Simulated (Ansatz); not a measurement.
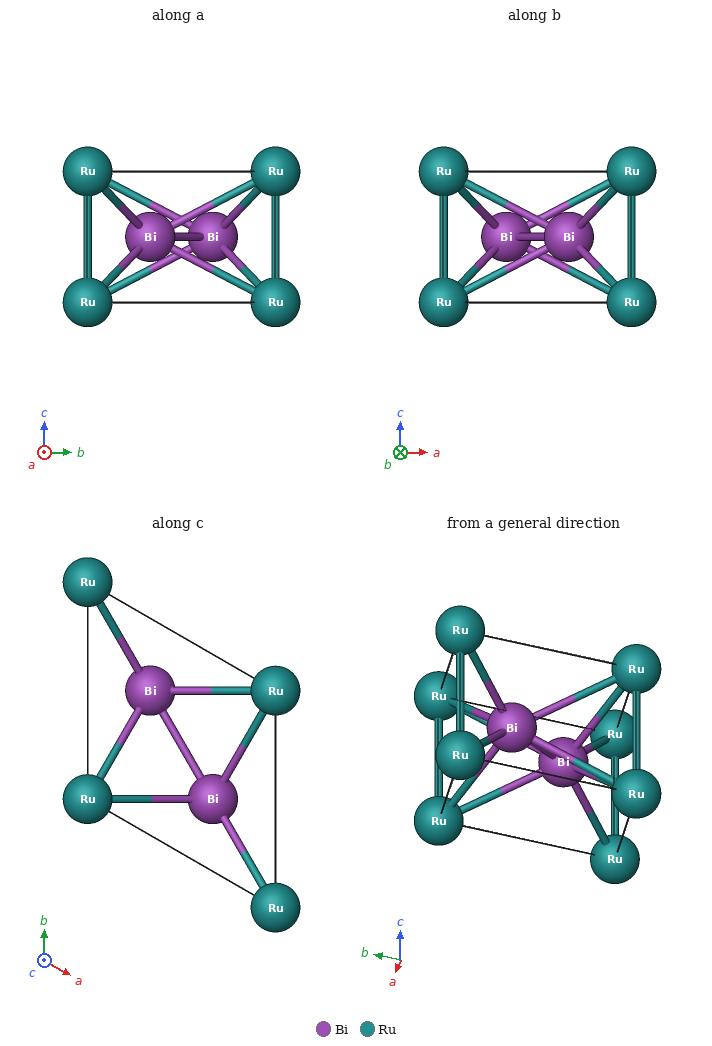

This ball-and-stick model is shown along the a axis, along the b axis, along the c axis and from a general direction. The edges of the conventional unit cell are marked.

A stick is drawn for Bi–Bi up to 3.43 Å, Bi–Ru up to 3.82 Å, Ru–Ru up to 3.63 Å (cut-off distances).

Q: Formula?

A: Bi₂Ru. The cell holds 2 Bi, 1 Ru, counting shared atoms by their share.

Q: Which known structure type is this?

A: AlB₂ type.

Q: What extended units do the bonds make?

A: The bonds build a three-dimensional framework.

The model was built from a textbook structure type filled with these elements (whether it is the usual form wasn't checked). Earlier steps of the study may have refined or changed the cell and positions. It was run through Ansatz as a DFT input.
